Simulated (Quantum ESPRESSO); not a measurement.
# MgS (Niningerite): a mode Grüneisen parameter, worked out

By how much does an optical zone-centre mode of MgS (Niningerite) shift under hydrostatic pressure?

Method: DFT PBE, scalar-relativistic, plane waves, GBRV ultrasoft pseudopotentials, in Quantum ESPRESSO 7.5.

## Step 1: The relaxed structure

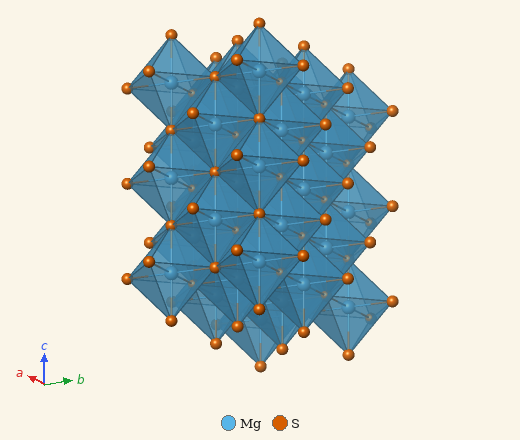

The cell as given, from a free direction (magnesium blue, sulfur orange). 2×1×2 cells are drawn. This picture shows the conventional cell, with its axes. Some periodic images of atoms are drawn too.

Coordinates:

```xyz
2
Lattice="-2.6138 0.0000 2.6138 0.0000 2.6138 2.6138 -2.6138 2.6138 0.0000" Properties=species:S:1:pos:R:3 pbc="T T T"
Mg    0.0000    0.0000    0.0000
S    -2.6138    2.6138    2.6138
```

This is the cell after its relaxation at this level of theory, not the database cell from which that began.

## Step 2: Runs at several volumes

The relaxed cell is scaled uniformly; in this structure symmetry fixes all atoms, so nothing has to be relaxed anew. Each volume gets a ground state and a response at Γ. The mode followed is the highest one without the macroscopic field, of symmetry T1u; longitudinal polar modes lie higher. Cutoff 55 Ry, k mesh 8×8×8.

From the response at V/V₀ = 0.94:

Output:

```text
[banners, grids, parts of the stress and lines that vanish by symmetry left out]
Program PHONON v.7.5
     Reading xml data from directory:

[...]
Exchange-correlation= PBE
                           (   1   4   3   4   0   0   0)
[...]
kinetic-energy cut-off    =      55.0000  Ry
     charge density cut-off    =     440.0000  Ry
     convergence threshold     =      1.0E-18
[...]
Exchange-correlation= PBE
                           (   1   4   3   4   0   0   0)
[...]
q = (   0.0000000   0.0000000   0.0000000 )
     49 Sym.Ops. (with q -> -q+G )
     G cutoff = 1043.7484  (  35341 G-vectors)     FFT grid: ( 45, 45, 45)
     G cutoff =  521.8742  (  12387 G-vectors)  smooth grid: ( 36, 36, 36)
     number of k points=    29
[...]
Mode symmetry, O_h (m-3m)  point group:
[...]
Dielectric constant
[...]
End of electric fields calculation
          Dielectric constant in cartesian axis
          (       5.467864982       0.000000000       0.000000000 )
          (       0.000000000       5.467864982      -0.000000000 )
          (       0.000000000      -0.000000000       5.467864982 )
          Effective charges (d Force / dE) in cartesian axis without acoustic sum rule applied (asr)
           atom    1  Mg    Mean Z*:        2.28824
      Ex  (        2.28824       -0.00000       -0.00000 )
      Ey  (       -0.00000        2.28824        0.00000 )
      Ez  (       -0.00000        0.00000        2.28824 )
           atom    2  S     Mean Z*:       -2.29709
      Ex  (       -2.29709        0.00000        0.00000 )
      Ey  (        0.00000       -2.29709        0.00000 )
      Ez  (       -0.00000        0.00000       -2.29709 )
          Effective charges Sum: Mean:       -0.00885
[...]
Effective charges (d Force / dE) in cartesian axis with asr applied:
           atom    1  Mg    Mean Z*:        2.29267
[...]
atom    2  S     Mean Z*:       -2.29267
[...]
Representation #   1 modes #   1   2   3
[...]
End of self-consistent calculation
     Convergence has been achieved
     Representation #   2 modes #   4   5   6
[...]
End of self-consistent calculation
     Convergence has been achieved
[...]
Dielectric constant in cartesian axis
          (       5.467864982       0.000000000       0.000000000 )
          (       0.000000000       5.467864982      -0.000000000 )
          (       0.000000000      -0.000000000       5.467864982 )
          Effective charges (d Force / dE) in cartesian axis without acoustic sum rule applied (asr)
           atom    1  Mg    Mean Z*:        2.28824
      Ex  (        2.28824       -0.00000       -0.00000 )
      Ey  (       -0.00000        2.28824        0.00000 )
      Ez  (       -0.00000        0.00000        2.28824 )
           atom    2  S     Mean Z*:       -2.29709
      Ex  (       -2.29709        0.00000        0.00000 )
      Ey  (        0.00000       -2.29709        0.00000 )
      Ez  (       -0.00000        0.00000       -2.29709 )
          Effective charges Sum: Mean:       -0.00885
[...]
Effective charges (d Force / dE) in cartesian axis with asr applied:
           atom    1  Mg    Mean Z*:        2.29267
[...]
atom    2  S     Mean Z*:       -2.29267
[...]
q = (    0.000000000   0.000000000   0.000000000 )
[...]
freq (    1) =       0.036575 [THz] =       1.220027 [cm-1]
     freq (    2) =       0.036575 [THz] =       1.220027 [cm-1]
     freq (    3) =       0.036575 [THz] =       1.220027 [cm-1]
     freq (    4) =       8.022666 [THz] =     267.607343 [cm-1]
     freq (    5) =       8.022666 [THz] =     267.607343 [cm-1]
     freq (    6) =       8.022666 [THz] =     267.607343 [cm-1]
[...]
Mode symmetry, O_h (m-3m)  point group:
     freq (   1-   3) =          1.2  [cm-1]   --> T_1u G_15  G_4- I
     freq (   4-   6) =        267.6  [cm-1]   --> T_1u G_15  G_4- I

   JOB DONE.
```

One volume, V/V₀ = 0.97, is held back as a test.

```csv
V/V₀,volume (Å³/atom),pressure (GPa),ω (cm⁻¹)
0.94,16.787,5.23,267.61
0.97,17.323,2.43,held back
1,17.858,0.03,225.03
1.03,18.394,-2.04,204.32
1.06,18.930,-3.81,183.77
```

## Step 3: The fit

The mode Grüneisen parameter is γ = −d ln ω / d ln V.

```csv
ln(V/V₀),ln ω
-0.0619,5.5895
0.0000,5.4162
0.0296,5.3197
0.0583,5.2137
```

A straight line through these points has the slope -3.098, so γ = 3.10; at V/V₀ = 0.97 it predicts ω = exp(5.4049 + 0.0944) = 244.51 cm⁻¹.

A parabola of pressure against ln V through V/V₀ = 0.97, 1 and 1.03 gives the bulk modulus B = −dP/d ln V = 74 GPa at V₀. With ω₀ from the fitted line the pressure coefficient follows as dω/dP = γ ω₀ / B = 3.10 × 222.5 / 74 = 9.28 cm⁻¹/GPa.

## Step 4: The run that was held back

Output:

```text
[banners, grids, parts of the stress and lines that vanish by symmetry left out]
[banner, memory and clock lines left out]
Program PHONON v.7.5

[...]
Exchange-correlation= PBE
                           (   1   4   3   4   0   0   0)
[...]
kinetic-energy cut-off    =      55.0000  Ry
     charge density cut-off    =     440.0000  Ry
     convergence threshold     =      1.0E-18
[...]
Exchange-correlation= PBE
                           (   1   4   3   4   0   0   0)
[...]
q = (   0.0000000   0.0000000   0.0000000 )
     49 Sym.Ops. (with q -> -q+G )
     G cutoff = 1065.8393  (  36325 G-vectors)     FFT grid: ( 48, 48, 48)
     G cutoff =  532.9197  (  12939 G-vectors)  smooth grid: ( 36, 36, 36)
     number of k points=    29
[...]
Mode symmetry, O_h (m-3m)  point group:
[...]
Dielectric constant
[...]
End of electric fields calculation
          Dielectric constant in cartesian axis
          (       5.461114820      -0.000000000      -0.000000000 )
          (      -0.000000000       5.461114820       0.000000000 )
          (      -0.000000000       0.000000000       5.461114820 )
          Effective charges (d Force / dE) in cartesian axis without acoustic sum rule applied (asr)
           atom    1  Mg    Mean Z*:        2.31790
      Ex  (        2.31790        0.00000       -0.00000 )
      Ey  (        0.00000        2.31790        0.00000 )
      Ez  (       -0.00000        0.00000        2.31790 )
           atom    2  S     Mean Z*:       -2.32624
      Ex  (       -2.32624        0.00000       -0.00000 )
[...]
Representation #   1 modes #   1   2   3
[...]
End of self-consistent calculation
     Convergence has been achieved
     Representation #   2 modes #   4   5   6
[...]
End of self-consistent calculation
     Convergence has been achieved
[...]
Dielectric constant in cartesian axis
          (       5.461114820      -0.000000000      -0.000000000 )
          (      -0.000000000       5.461114820       0.000000000 )
          (      -0.000000000       0.000000000       5.461114820 )
          Effective charges (d Force / dE) in cartesian axis without acoustic sum rule applied (asr)
           atom    1  Mg    Mean Z*:        2.31790
      Ex  (        2.31790        0.00000       -0.00000 )
      Ey  (        0.00000        2.31790        0.00000 )
      Ez  (       -0.00000        0.00000        2.31790 )
           atom    2  S     Mean Z*:       -2.32624
      Ex  (       -2.32624        0.00000       -0.00000 )
      Ey  (       -0.00000       -2.32624        0.00000 )
      Ez  (        0.00000        0.00000       -2.32624 )
          Effective charges Sum: Mean:       -0.00834
[...]
Effective charges (d Force / dE) in cartesian axis with asr applied:
           atom    1  Mg    Mean Z*:        2.32207
[...]
atom    2  S     Mean Z*:       -2.32207
[...]
q = (    0.000000000   0.000000000   0.000000000 )
[...]
freq (    1) =      -0.023421 [THz] =      -0.781237 [cm-1]
     freq (    2) =      -0.023421 [THz] =      -0.781237 [cm-1]
     freq (    3) =      -0.023421 [THz] =      -0.781237 [cm-1]
     freq (    4) =       7.377130 [THz] =     246.074576 [cm-1]
     freq (    5) =       7.377130 [THz] =     246.074576 [cm-1]
     freq (    6) =       7.377130 [THz] =     246.074576 [cm-1]
[...]
Mode symmetry, O_h (m-3m)  point group:
     freq (   1-   3) =         -0.8  [cm-1]   --> T_1u G_15  G_4- I
     freq (   4-   6) =        246.1  [cm-1]   --> T_1u G_15  G_4- I
```

It gives 246.07 cm⁻¹ against the predicted 244.51 cm⁻¹, a miss of 2 cm⁻¹.

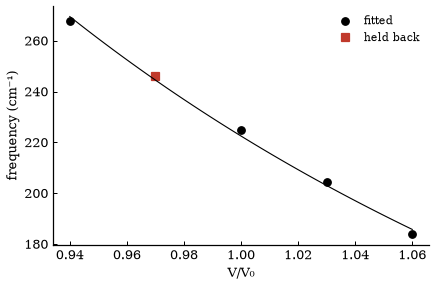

Frequency against volume, with the power-law fit.

## Step 5: Results

* mode Grüneisen parameter: 3.098
* bulk modulus: 74.3 GPa
* pressure coefficient: 9.28 cm⁻¹/GPa

In words: The highest optical mode of MgS (Niningerite) without the LO-TO term stiffens by 9.28 cm⁻¹ a GPa near the relaxed volume, with γ = 3.10. The power law meets all 5 runs within 1.13 %; between neighbouring volumes γ runs from 2.67 to 3.69. Such a coefficient turns a measured shift of this mode into a hydrostatic stress; uniaxial or biaxial stress splits the mode and needs deformation potentials. These are harmonic values at zero temperature for the structure held cubic, which a run at Γ can't show to be stable; the bulk modulus rests on three points.

[Host names and launcher messages were left out of these logs when they were recorded.]

[Logs are printed without paths, hosts, clocks, repeated set-up lines and the standing remarks that a program may print on its own settings, such as how far it seeks lower states.]

[Hosts, paths, dates, database ids (printed as entryN), source tags and the programs' standing remarks are cut or masked in the printed files.]
